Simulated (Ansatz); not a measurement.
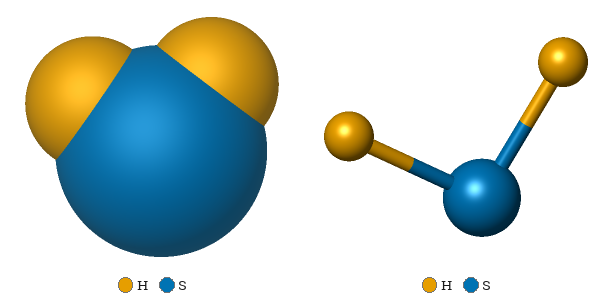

Both panels show the same species.

Give the formula.

Answer. H₂S, 3 atoms: 2 hydrogen and 1 sulfur.

Count the bonded pairs by element.

Answer. 2 S–H. Sticks follow a distance rule.

Give the symmetry (Schoenflies symbol).

Answer. C2v.

More results for the same structure follow; atom numbers are the same in all pictures, views and colours differ. Computed geometry: PBE0-D4/def2-TZVP optimisation.

**Geometry**

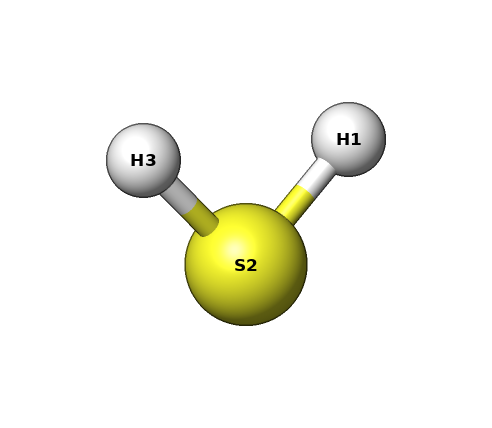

Atoms carry their numbers in the input.

What are the angles H1–S2–H3?

```csv
angle,degrees
H1–S2–H3,92.3
```

**Charges**

The questions are on Mulliken charges. Level of theory: RKS PBE0-D4/def2-TZVP (Ansatz 0.2.0).

Give the Mulliken charges atom by atom.

```json
{"atom": "H1", "value (e)": "0.17"}
{"atom": "S2", "value (e)": "−0.35"}
{"atom": "H3", "value (e)": "0.17"}
```

**Electronic properties**

Method: RKS PBE0-D4/def2-TZVPP (Ansatz 0.2.0).

Give the HOMO energy (Kohn–Sham orbital) at this level.

Answer. −7.49 eV.

Estimate the LUMO energy (Kohn–Sham orbital).

Answer. 0.60 eV.

**Dipole moment**

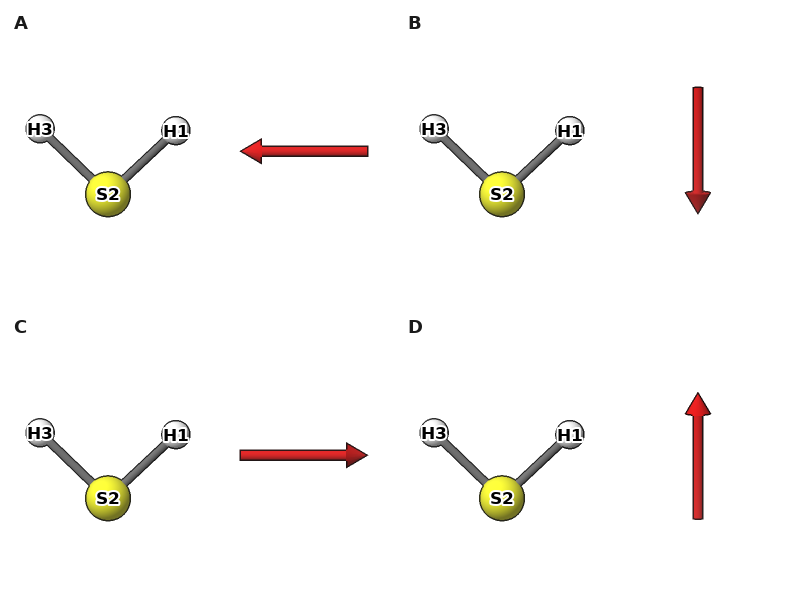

The same molecule four times, each with an arrow. Method: RKS PBE0-D4/def2-TZVP (Ansatz 0.2.0).

Which arrow points along the dipole moment, from the negative to the positive end?

Answer. D. The dipole moment is 1.16 D; it points from the side of S2 to the side of H1, H3 (the outermost atoms at the two ends).

Mulliken values depend strongly on the basis set and can even reverse the polarity of a bond.
